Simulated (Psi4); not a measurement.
**One shape, several levels: BPH6 (SMILES [BH3-][PH3+])**

Wanted: a comparison of 4 runs (HF/STO-3G, HF/3-21G, B3LYP/6-31G*) of BPH6. 

The results are computed with Psi4 1.11.

1 further run of the same task is left out (set aside as unsound or not needed). Runs told in other sessions of the task aren't counted.

**1. The molecule**

BPH6: 8 atoms, total charge 0, spin state singlet. As SMILES, `[BH3-][PH3+]`. The B1–H5 distance was set to 1.572 Å, away from the relaxed value.

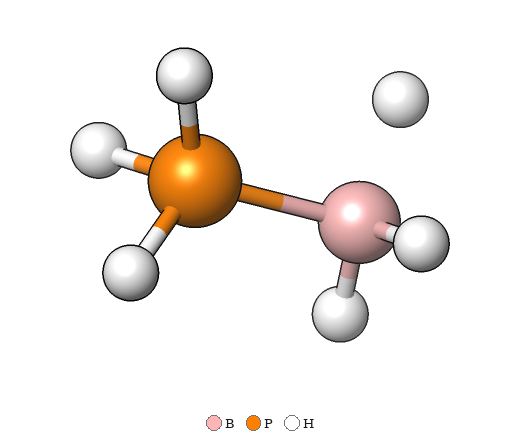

Viewed from a chosen angle; boron pink, phosphorus orange, hydrogen white.

**2. Energy and gradient at HF/STO-3G (run 1)**

bh6p.in

```
memory 1.6 GB

molecule geom {
  B
  P 1 1.910234
  H 1 1.209149 2 103.78266
  H 1 1.209077 3 114.50423 2 112.45937
  H 1 1.5719 4 114.50199 3 -135.1166
  H 2 1.408393 1 118.03282 4 -179.98103
  H 2 1.408511 6 99.69246 1 129.17104
  H 2 1.408497 6 99.69328 7 101.6758
  units angstrom
  symmetry c1
}

set {
  basis         STO-3G
  reference     rhf
  puream        true
  e_convergence 1e-09
  d_convergence 1e-08
  scf_type      pk
}

E, wfn = gradient("hf", return_wfn=True)
oeprop(wfn, "MAYER_INDICES", "MULLIKEN_CHARGES", "QUADRUPOLE", title="HF")
```

The run is started by

```bash
$ psi4 -i bh6p.in -o bh6p.out -n 1
```

bh6p.out:

```text
[...]
  Running in c1 symmetry.
[...]
  Nuclear repulsion =   58.646853853512347
[...]
  Multiplicity = 1
[...]
  Nalpha       = 13
  Nbeta        = 13
[...]
    Number of basis functions: 20
[...]
   @RHF iter   1:  -364.65730295853427   -2.21574e+00   7.37111e-03 DIIS/ADIIS
[...]
   @RHF iter   9:  -364.68303585329403    4.54747e-13   1.69317e-09 DIIS
[...]
    Orbital Energies [Eh]
    ---------------------
    Doubly Occupied:
       1A    -79.109698     2A     -7.403703     3A     -7.302875
       4A     -5.230157     5A     -5.230153     6A     -5.229777
       7A     -0.903856     8A     -0.621113     9A     -0.553672
      10A     -0.552271    11A     -0.385949    12A     -0.373407
      13A     -0.295140
[...]
  @RHF Final Energy:  -364.68303585329403
   => Energetics <=
    Nuclear Repulsion Energy =             58.6468538535123471
    One-Electron Energy =                -620.2762376874777601
    Two-Electron Energy =                 196.9463479806714190
    Total Energy =                       -364.6830358532940295
[...]
  -Total Gradient:
     Atom            X                  Y                   Z
    ------   -----------------  -----------------  -----------------
       1       -0.072499317018     0.041775129142     0.063543988922
       2       -0.004748936354     0.002804219382    -0.062464204525
       3       -0.003351287424     0.030849458695    -0.002660531874
       4       -0.028359882587    -0.012504951168    -0.002700196996
       5        0.107915866546    -0.062272127169    -0.030506258692
       6        0.015976208327     0.008944316257     0.011555208565
       7        0.000255239580    -0.018354792858     0.011606986674
       8       -0.015187891071     0.008758747719     0.011625007925
[...]
 Multipole Moments:
 ------------------------------------------------------------------------------------
     Multipole            Electronic (a.u.)      Nuclear  (a.u.)        Total (a.u.)
 ------------------------------------------------------------------------------------
 L = 1.  Multiply by 2.5417464519 to convert [e a0] to [Debye]
 Dipole X            :         -0.4366839            0.2625342           -0.1741497
 Dipole Y            :          0.2510653           -0.1506596            0.1004057
 Dipole Z            :          2.7920647           -0.5679190            2.2241458
 Magnitude           :                                                    2.2332115
 L = 2.  Multiply by 1.3450342976 to convert [e a0^2] to [Debye ang]
 Quadrupole XX       :        -34.5385549           18.2016126          -16.3369423
 Quadrupole XY       :          1.6927492           -1.4651529            0.2275963
[...]
  Mulliken Charges: (a.u.)
   Center  Symbol    Alpha    Beta     Spin     Total
       1     B     2.52863  2.52863  0.00000 -0.05726
       2     P     7.21208  7.21208  0.00000  0.57584
       3     H     0.55715  0.55715  0.00000 -0.11430
       4     H     0.55713  0.55713  0.00000 -0.11427
       5     H     0.58699  0.58699  0.00000 -0.17397
       6     H     0.51911  0.51911  0.00000 -0.03821
       7     H     0.51911  0.51911  0.00000 -0.03822
       8     H     0.51980  0.51980  0.00000 -0.03960
   Total alpha = 13.00000, Total beta = 13.00000, Total charge = -0.00000
[...]
```

Run time: 1.2 s. Hardware: 1 thread of Intel Xeon 6975P-C (Granite Rapids), shared host; peak memory 0.19 GiB.

**3. Energy and gradient at HF/3-21G (run 2)**

calc.py

```python
import psi4

psi4.set_memory(1600000000)
psi4.set_num_threads(1)
psi4.set_output_file('output.dat', False)

mol = psi4.geometry("""
B     -0.706277    -0.080894    -0.795232
P      0.283723    -0.489694     0.786468
H     -1.843577     0.035006    -0.401332
H     -0.517977    -1.038294    -1.509232
H     -0.055500     1.254200    -1.309900
H      0.268623     0.447606     1.837568
H      1.672923    -0.688394     0.665868
H     -0.060977    -1.653294     1.501368
symmetry c1
""")

psi4.set_options({
    'puream': True,
    'e_convergence': 1e-09,
    'd_convergence': 1e-08,
    'scf_type': 'pk',
})

e, wfn = psi4.gradient('scf/3-21G', molecule=mol, return_wfn=True)
print('gradient / Eh bohr^-1')
print(e.np.round(6))
print(f'energy = {wfn.energy():.10f} Eh')
```

The run is started by

```bash
$ python calc.py
```

output.dat:

```text
[...]
  Running in c1 symmetry.
[...]
  Nuclear repulsion =   58.646858938689455
[...]
  Multiplicity = 1
[...]
  Nalpha       = 13
  Nbeta        = 13
[...]
    Number of basis functions: 34
[...]
   @RHF iter   1:  -366.86123414137387   -5.21416e-01   6.86589e-03 DIIS/ADIIS
[...]
   @RHF iter  10:  -366.91472168263431    5.68434e-14   1.59910e-09 DIIS
[...]
    Orbital Energies [Eh]
    ---------------------
    Doubly Occupied:
       1A    -79.448150     2A     -7.527809     3A     -7.526807
       4A     -5.411579     5A     -5.411467     6A     -5.411408
       7A     -0.951077     8A     -0.692648     9A     -0.593357
      10A     -0.591252    11A     -0.451788    12A     -0.442863
      13A     -0.379387
[...]
  @RHF Final Energy:  -366.91472168263431
   => Energetics <=
    Nuclear Repulsion Energy =             58.6468589386894550
    One-Electron Energy =                -621.4439778101084357
    Two-Electron Energy =                 195.8823971887846938
    Total Energy =                       -366.9147216826343083
[...]
 Multipole Moments:
 ------------------------------------------------------------------------------------
     Multipole            Electronic (a.u.)      Nuclear  (a.u.)        Total (a.u.)
 ------------------------------------------------------------------------------------
 L = 1.  Multiply by 2.5417464519 to convert [e a0] to [Debye]
 Dipole X            :          0.9886773           -0.1272756            0.8614017
 Dipole Y            :         -0.9830133            0.3707420           -0.6122713
 Dipole Z            :          2.1351789           -0.5103969            1.6247820
 Magnitude           :                                                    1.9382481
[...]
  -Total Gradient:
     Atom            X                  Y                   Z
    ------   -----------------  -----------------  -----------------
       1       -0.006356199314    -0.052256793703     0.042986835033
       2       -0.026303774549     0.003554656890    -0.034866888988
       3       -0.003316988178    -0.004107957660     0.005872686782
       4        0.000827313788    -0.007454994661     0.002389649328
       5        0.029318541248     0.061000725970    -0.024015777960
       6        0.001799255757    -0.000295948790     0.002603457669
       7        0.001960522288    -0.000398246121     0.002514292557
       8        0.002071328960    -0.000041441924     0.002515745582
[...]
```

Standard output:

```text
gradient / Eh bohr^-1
[[-6.3560e-03 -5.2257e-02  4.2987e-02]
 [-2.6304e-02  3.5550e-03 -3.4867e-02]
 [-3.3170e-03 -4.1080e-03  5.8730e-03]
 [ 8.2700e-04 -7.4550e-03  2.3900e-03]
 [ 2.9319e-02  6.1001e-02 -2.4016e-02]
 [ 1.7990e-03 -2.9600e-04  2.6030e-03]
 [ 1.9610e-03 -3.9800e-04  2.5140e-03]
 [ 2.0710e-03 -4.1000e-05  2.5160e-03]]
energy = -366.9147216826 Eh
```

It took 1.3 s on 1 thread of Intel Xeon 6975P-C (Granite Rapids), shared host; peak memory 0.18 GiB.

**4. The energy at B3LYP/6-31G(d) (spherical functions) (run 3)**

bh6p.dat

```
memory 1600 MB

molecule geom {
  B     -0.706277    -0.080894    -0.795232
  P      0.283723    -0.489694     0.786468
  H     -1.843577     0.035006    -0.401332
  H     -0.517977    -1.038294    -1.509232
  H     -0.055500     1.254200    -1.309900
  H      0.268623     0.447606     1.837568
  H      1.672923    -0.688394     0.665868
  H     -0.060977    -1.653294     1.501368
  units angstrom
  symmetry c1
}

set {
  basis 6-31G*
  puream true
  e_convergence 1e-09
  d_convergence 1e-08
  scf_type pk
  dft_radial_points 99
  dft_spherical_points 590
}

e_tot, wfn = energy('b3lyp', return_wfn=True)
oeprop(wfn, 'DIPOLE', 'WIBERG_LOWDIN_INDICES', 'LOWDIN_CHARGES')
print_variables()
```

The run is started by

```bash
$ psi4 -n 1 bh6p.dat bh6p.out
```

bh6p.out:

```text
[...]
  Running in c1 symmetry.
[...]
  Nuclear repulsion =   58.646858938689455
[...]
  Multiplicity = 1
[...]
  Nalpha       = 13
  Nbeta        = 13
[...]
    Number of basis functions: 44
[...]
   @RKS iter   1:  -369.61694764582688   -2.85627e-01   9.63344e-03 ADIIS/DIIS
[...]
   @RKS iter  10:  -369.75278383470493   -5.68434e-13   2.88877e-09 DIIS
[...]
    Orbital Energies [Eh]
    ---------------------
    Doubly Occupied:
       1A    -77.120970     2A     -6.710514     3A     -6.610592
       4A     -4.771653     5A     -4.771648     6A     -4.768042
       7A     -0.711135     8A     -0.498222     9A     -0.445986
      10A     -0.445401    11A     -0.322610    12A     -0.309796
      13A     -0.268731
[...]
  @RKS Final Energy:  -369.75278383470493
   => Energetics <=
    Nuclear Repulsion Energy =             58.6468589386894550
    One-Electron Energy =                -624.3132833719204200
    Two-Electron Energy =                 219.7052206092058384
    DFT Exchange-Correlation Energy =     -23.7915800106797661
    Empirical Dispersion Energy =           0.0000000000000000
    VV10 Nonlocal Energy =                  0.0000000000000000
    Total Energy =                       -369.7527838347048714
[...]
 Multipole Moments:
 ------------------------------------------------------------------------------------
     Multipole            Electronic (a.u.)      Nuclear  (a.u.)        Total (a.u.)
 ------------------------------------------------------------------------------------
 L = 1.  Multiply by 2.5417464519 to convert [e a0] to [Debye]
 Dipole X            :          0.8735713           -0.1272756            0.7462957
 Dipole Y            :         -0.9206007            0.3707420           -0.5498587
 Dipole Z            :          1.9369832           -0.5103969            1.4265863
 Magnitude           :                                                    1.7013084
[...]
```

Wall time 6.3 s (1 thread of Intel Xeon 6975P-C (Granite Rapids), shared host); peak memory 0.78 GiB.

**5. The energy at B3LYP/6-31G(d) (Cartesian functions) (run 4)**

bh6p.py

```python
import psi4

psi4.set_memory(1600000000)
psi4.set_num_threads(1)
psi4.core.set_output_file('psi4.out', False)

m = psi4.geometry("""
B     -1.33467010    -0.15286751    -1.50277069
P      0.53615877    -0.92538754     1.48620913
H     -3.48385562     0.06615175    -0.75840757
H     -0.97883467    -1.96209130    -2.85203514
H     -0.10487980     2.37009451    -2.47535225
H      0.50762390     0.84585275     3.47250026
H      3.16136630    -1.30087613     1.25830816
H     -0.11522983    -3.12427286     2.83717433
units au
symmetry c1
no_reorient
no_com
""")

psi4.set_options({
    'basis': '6-31G*',
    'puream': False,
    'e_convergence': 1e-09,
    'd_convergence': 1e-08,
    'scf_type': 'pk',
    'dft_radial_points': 99,
    'dft_spherical_points': 590,
})

E, wfn = psi4.energy("b3lyp", molecule=m, return_wfn=True)
psi4.oeprop(wfn, "LOWDIN_CHARGES", "WIBERG_LOWDIN_INDICES", "MULLIKEN_CHARGES", title="B3LYP")
print('E =', round(E, 9))
for k, v in sorted(psi4.core.scalar_variables().items()):
    print(f'{k:45s} {v:18.10f}')
```

The run is started by

```bash
$ python bh6p.py
```

psi4.out:

```text
[...]
  Running in c1 symmetry.
[...]
  Nuclear repulsion =   58.646858912479637
[...]
  Multiplicity = 1
[...]
  Nalpha       = 13
  Nbeta        = 13
[...]
    Number of basis functions: 46
[...]
   @RKS iter   1:  -369.61993730250572   -2.87046e-01   9.32245e-03 DIIS/ADIIS
[...]
   @RKS iter  10:  -369.75573844456267   -4.54747e-13   2.64632e-09 DIIS
[...]
    Orbital Energies [Eh]
    ---------------------
    Doubly Occupied:
       1A    -77.140247     2A     -6.718826     3A     -6.615398
       4A     -4.777225     5A     -4.777221     6A     -4.773614
       7A     -0.711097     8A     -0.498250     9A     -0.445925
      10A     -0.445340    11A     -0.322538    12A     -0.309671
      13A     -0.268597
[...]
  @RKS Final Energy:  -369.75573844456267
   => Energetics <=
    Nuclear Repulsion Energy =             58.6468589124796367
    One-Electron Energy =                -624.2359746505773046
    Two-Electron Energy =                 219.6051610919128052
    DFT Exchange-Correlation Energy =     -23.7717837983778111
    Empirical Dispersion Energy =           0.0000000000000000
    VV10 Nonlocal Energy =                  0.0000000000000000
    Total Energy =                       -369.7557384445626667
[...]
 Multipole Moments:
 ------------------------------------------------------------------------------------
     Multipole            Electronic (a.u.)      Nuclear  (a.u.)        Total (a.u.)
 ------------------------------------------------------------------------------------
 L = 1.  Multiply by 2.5417464519 to convert [e a0] to [Debye]
 Dipole X            :          0.3910235            0.3552213            0.7462448
 Dipole Y            :         17.2001648          -17.7502919           -0.5501271
 Dipole Z            :        -14.8346846           16.2614713            1.4267867
 Magnitude           :                                                    1.7015409
[...]
  Mulliken Charges: (a.u.)
   Center  Symbol    Alpha    Beta     Spin     Total
       1     B     2.56905  2.56905  0.00000 -0.13811
       2     P     7.41918  7.41918  0.00000  0.16164
       3     H     0.51598  0.51598  0.00000 -0.03197
       4     H     0.51596  0.51596  0.00000 -0.03192
       5     H     0.55723  0.55723  0.00000 -0.11446
       6     H     0.47313  0.47313  0.00000  0.05375
       7     H     0.47315  0.47315  0.00000  0.05369
       8     H     0.47631  0.47631  0.00000  0.04739
   Total alpha = 13.00000, Total beta = 13.00000, Total charge = -0.00000
[...]
```

The script printed:

```text
E = -369.755738445
CURRENT ENERGY                                   -369.7557384446
CURRENT REFERENCE ENERGY                         -369.7557384446
DD SOLVATION ENERGY                                 0.0000000000
DFT FUNCTIONAL TOTAL ENERGY                      -369.7557384446
DFT TOTAL ENERGY                                 -369.7557384446
DFT VV10 ENERGY                                     0.0000000000
DFT XC ENERGY                                     -23.7717837984
GRID ELECTRONS ALPHA                               13.0000000690
GRID ELECTRONS BETA                                13.0000000690
GRID ELECTRONS TOTAL                               26.0000001380
NUCLEAR REPULSION ENERGY                           58.6468589125
ONE-ELECTRON ENERGY                              -624.2359746506
PCM POLARIZATION ENERGY                             0.0000000000
PE ENERGY                                           0.0000000000
SCF ITERATION ENERGY                             -369.7557384446
SCF ITERATIONS                                     10.0000000000
SCF TOTAL ENERGY                                 -369.7557384446
TWO-ELECTRON ENERGY                               219.6051610919
XC GRID RADIAL POINTS                              99.0000000000
XC GRID SPHERICAL POINTS                          590.0000000000
XC GRID TOTAL POINTS                           444244.0000000000
```

Wall time 6.3 s (1 thread of Intel Xeon 6975P-C (Granite Rapids), shared host); peak memory 0.8 GiB.

**6. All runs side by side**

| run | level | task | integration grid | energy (Eh) | dipole moment (D) | HOMO energy (eV) | LUMO energy (eV) | wall time |
| --- | --- | --- | --- | --- | --- | --- | --- | --- |
| 1 | HF/STO-3G | gradient | – | -364.683036 | 5.68 | -8.03 | 10.71 | 1.2 s |
| 2 | HF/3-21G | gradient | – | -366.914722 | 4.93 | -10.32 | 4.24 | 1.3 s |
| 3 | B3LYP/6-31G* (spherical functions) | energy | 99 radial × 590 angular | -369.752784 | 4.32 | -7.31 | 0.42 | 6.3 s |
| 4 | B3LYP/6-31G* (Cartesian functions) | energy | 99 radial × 590 angular | -369.755738 | 4.32 | -7.31 | 0.42 | 6.3 s |

**7. Summary of results**

| quantity | value |
| --- | --- |
| run 4: total energy | -369.75574 Eh |
| run 4: dipole moment | 4.32 D |
| run 4: HOMO energy | -7.31 eV |
| run 4: LUMO energy | 0.42 eV |
| run 4: HOMO–LUMO gap | 7.73 eV |

In words: The dipole moment (its size) runs from 4.32 D (B3LYP/6-31G*) to 5.68 D (HF/STO-3G). The two ends differ in method and basis. The HOMO–LUMO gap runs from 7.73 eV (B3LYP/6-31G*) to 18.74 eV (HF/STO-3G). In run 1 the basis is minimal, so the values are rough. All runs together took 15 s, the longest 6.3 s.
